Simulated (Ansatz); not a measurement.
## Electronic structure of C2H4BIn in real space

```xyz
8

B    -0.3907    0.9764   -0.3385
C     0.6519   -0.0634    0.1737
C     1.2958   -1.0243    0.5696
In   -1.2751   -1.6768    0.1098
H    -0.6104    1.8413    0.4745
H    -0.1431    1.3587   -1.4564
H     1.9773   -1.7665    0.9202
H    -1.5057    0.3546   -0.4529
```

Geometry: PBE0-D4/def2-TZVP; core potentials replace the inner electrons of In.

Method: RKS PBE0-D4/def2-TZVPP in Ansatz.

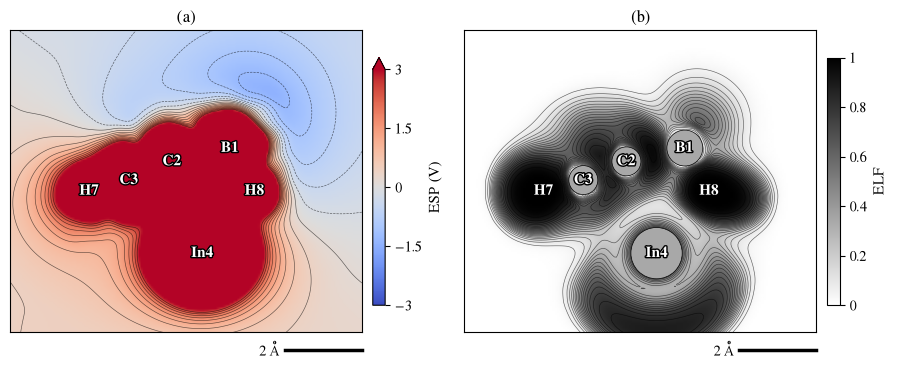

Figure 1. (a) molecular electrostatic potential; (b) ELF on the plane of atoms C3, C2 and In4. Grey discs cover the atomic cores in the ELF map.

**Read the bonding off the picture.**

The section cuts through B, C, In and H sites.
C–C (1.22 Å): the ELF peaks at about 0.85 between the atoms (a short, multiple covalent bond).
C–B (1.56 Å): the ELF peaks at about 0.95 between the atoms, as expected for localised, covalent bonding.
C–In (2.51 Å): the ELF peaks at about 0.60 in the valence shell of C, 0.7 Å from its nucleus, and drops to about 0.10 between the two atoms.
C–H (1.07 Å): the ELF climbs to about 1 towards the hydrogen, as it does in any bond to H: a covalent bond by its length.
In–H (2.12 Å): the ELF climbs to about 1 towards the hydrogen.
Outside the dense part of the molecule the potential is most negative (−1.4 V) near H5, which lies off the plane.

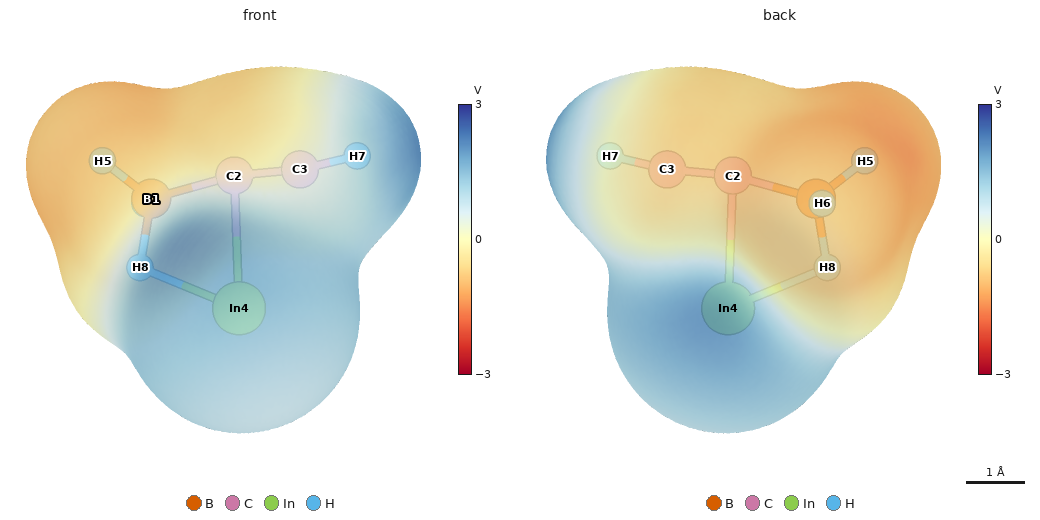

Figure 2. The electrostatic potential painted on the density surface at 0.002 e/bohr³, seen from the front and from behind; red is negative and blue positive.

**Which sites attract a positive test charge, and which a negative one?**

A positive charge is drawn to the negative regions and a negative charge to the positive ones. The most negative region (about −1.4 V, or −32 kcal/mol for a unit charge) lies over H6, the most positive (about +2.1 V, or +48 kcal/mol for a unit charge) over In4 and H7.

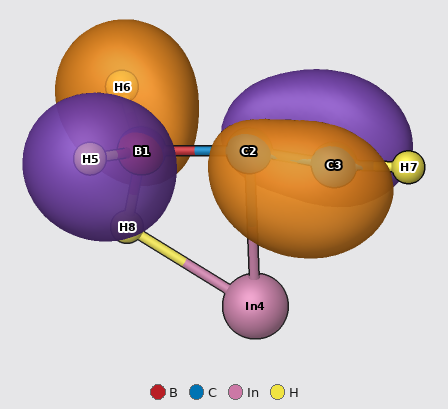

Figure 3. The HOMO−1 at ±0.1 Å⁻³ᐟ² (orange and purple are the two phases), seen at a tilt.

**Where does this orbital lie, and at what energy?**

It lies mainly on C3 (about 30 %), B1 (about 20 %), C2 (about 15 %), H5 (about 15 %) and H6 (about 15 %). Its energy is −7.65 eV.
